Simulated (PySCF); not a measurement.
# Pd(38+): dipole response in even-tempered 17s11p6d5f4g

How polarisable is Pd(38+) at the levels listed below?

Program: PySCF 2.14.0. Level of theory: unrestricted determinants in a Gaussian basis, no spin-orbit coupling in the energies. These are calculated values, not measurements, unless marked.

## Step 1: What is computed

* Element: palladium (Z = 46)
* Basis: an even-tempered Gaussian basis (17 s from 14 bohr⁻², ratio 2.2; 11 p from 18 bohr⁻², ratio 2.2; 6 d from 79 bohr⁻², ratio 2.4; 5 f from 120 bohr⁻², ratio 2.4; 4 g from 180 bohr⁻², ratio 2.4)
* Hamiltonian: no relativity, point nucleus
* State 1: Pd(38+): [He] 2s2 2p4, high-spin 3P determinant
* Methods: UHF, PBE0

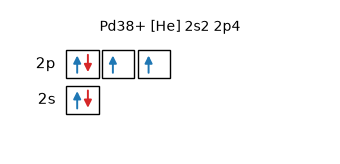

Occupation of the outer shells (arrows by Hund's rule).

The runs were made by one driver on top of PySCF. The scripts below sum up each run's settings (the driver also hands on starting orbitals that pick excited configurations, and frozen orbitals as a list rather than a count), and the logs come from the driver's own runs. The driver starts from symmetry-adapted Hartree-Fock orbitals, holds the occupation by maximum overlap and uses a logarithmic radial grid for functionals, so a plain start would take other cycles.

The integrals over 151 functions and the set-up took 1.2 s of CPU time.

## Step 2: Pd(38+)

**UHF**

Contents of input.py:

```python
from pyscf import gto, scf, dft, mp, cc
mol = gto.M(atom="Pd 0 0 0", charge=38, spin=2, symmetry="D2h",
            basis=gto.etbs([(0, 17, 14, 2.2), (1, 11, 18, 2.2), (2, 6, 79, 2.4), (3, 5, 120, 2.4), (4, 4, 180, 2.4)]))
mf = scf.UHF(mol)
mf.irrep_nelec = {'Ag': (2, 2), 'B1u': (1, 0), 'B2u': (1, 1), 'B3u': (1, 0)}
mf.kernel()
```

Standard output:

```text
damping factor = 0
level_shift factor = 0
DIIS = <class 'pyscf.scf.diis.CDIIS'>
diis_start_cycle = 1
diis_space = 10
diis_damp = 0
SCF conv_tol = 1e-09
SCF conv_tol_grad = None
number electrons alpha = 5  beta = 3
cycle= 1 E= -3450.28806123712  delta_E= -0.00581  |g|= 0.0412  |ddm|= 0.00485
cycle= 2 E= -3450.28806829738  delta_E= -7.06e-06  |g|= 0.00154  |ddm|= 0.000209
cycle= 3 E= -3450.28806830804  delta_E= -1.07e-08  |g|= 6e-06  |ddm|= 8.86e-06
cycle= 4 E= -3450.28806830804  delta_E= 4.09e-12  |g|= 5.45e-08  |ddm|= 3.54e-08
converged SCF energy = -3450.28806830804  <S^2> = 2.0000771  2S+1 = 3.0000514
```

CPU time 46 s on a shared host, the integrals not counted.

Orbital energies by shell (radii are means over both spins):

| shell | electrons | mean orbital energy (eV) | spread (eV) | rms radius (bohr) |
| --- | --- | --- | --- | --- |
| 1s α | 1 | -26463.0 | 0 | 0.0382 |
| 1s β | 1 | -26426.5 | 0 | 0.0382 |
| 2s α | 1 | -5868.0 | 0 | 0.150 |
| 2s β | 1 | -5797.0 | 0 | 0.150 |
| 2p α | 3 | -5677.2 | 24.657 | 0.129 |
| 2p β | 1 | -5636.7 | 0 | 0.129 |

⟨S²⟩ = 2.000, ⟨L²⟩ = 2.00.

The driver then solved the coupled dipole response at imaginary frequencies: mean α = 0.001102 bohr³ (xx, yy, zz: 0.001540, 0.0002278, 0.001540), C₆ = 1.420e-05 au for a like pair.

A non-relativistic calculation at this Z misses sizeable relativistic shifts. Spin-orbit coupling is strong in this species (close to jj coupling), so the high-spin LS determinant is a model state, not a physical level.

**PBE0**

input.py differs from the last one in:

```diff
@@ -3,3 +3,3 @@
             basis=gto.etbs([(0, 17, 14, 2.2), (1, 11, 18, 2.2), (2, 6, 79, 2.4), (3, 5, 120, 2.4), (4, 4, 180, 2.4)]))
-mf = scf.UHF(mol)
+mf = dft.UKS(mol, xc="PBE0")
 mf.irrep_nelec = {'Ag': (2, 2), 'B1u': (1, 0), 'B2u': (1, 1), 'B3u': (1, 0)}
```

Standard output:

```text
damping factor = 0
level_shift factor = 0
DIIS = <class 'pyscf.scf.diis.CDIIS'>
diis_start_cycle = 1
diis_space = 10
diis_damp = 0
SCF conv_tol = 1e-09
SCF conv_tol_grad = None
number electrons alpha = 5  beta = 3
XC functionals = PBE0
    C. Adamo and V. Barone.,  J. Chem. Phys. 110, 6158 (1999)
    M. Ernzerhof and G. E. Scuseria.,  J. Chem. Phys. 110, 5029 (1999)
cycle= 1 E= -3450.16792165386  delta_E= -0.00618  |g|= 0.0178  |ddm|= 0.00819
cycle= 2 E= -3450.16792273952  delta_E= -1.09e-06  |g|= 0.000336  |ddm|= 9.78e-05
cycle= 3 E= -3450.16792273995  delta_E= -4.27e-10  |g|= 9.38e-06  |ddm|= 2.09e-06
converged SCF energy = -3450.16792273995  <S^2> = 2.0000398  2S+1 = 3.0000266
```

CPU time 40 s on a shared host, the integrals not counted.

The driver then solved the coupled dipole response at imaginary frequencies: mean α = 0.001090 bohr³ (xx, yy, zz: 0.001520, 0.0002287, 0.001520), C₆ = 1.391e-05 au for a like pair.

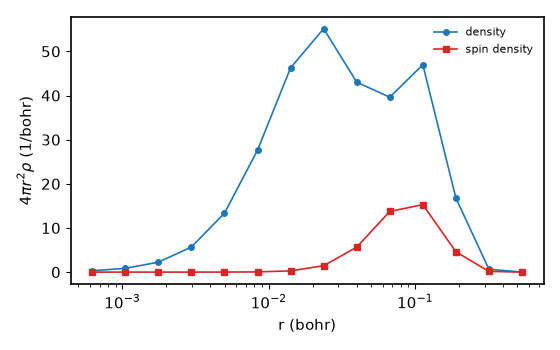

Radial density 4πr²ρ of Pd(38+) at UHF, at 14 stored radii joined by straight lines.

## Step 3: Polarisabilities and C₆

Pd(38+), in atomic units:

| method | mean α | C₆ (like pair) | S(−4) |
| --- | --- | --- | --- |
| UHF | 0.001102 | 1.420e-05 | 1.725e-05 |
| PBE0 | 0.001090 | 1.391e-05 | 1.767e-05 |

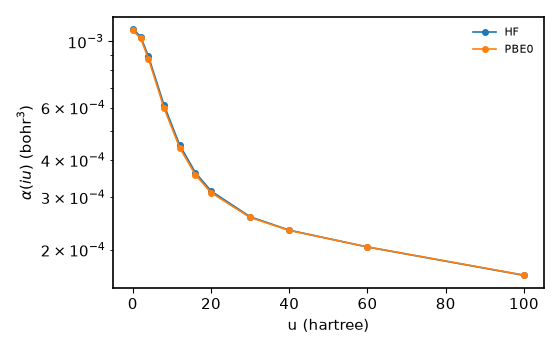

α(iu) of Pd(38+), the polarisability at imaginary frequency, on a logarithmic scale.

## Step 4: Results

| quantity | value |
| --- | --- |
| α of Pd(38+) | 0.001090 (PBE0) to 0.001102 (UHF) bohr³ |

**Reading.** A single London oscillator with the computed α and C₆ of Pd(38+) at UHF would have ω = 4 C₆ / (3 α²) = 15.6 hartree. The basis is finite, and no extrapolation was made.
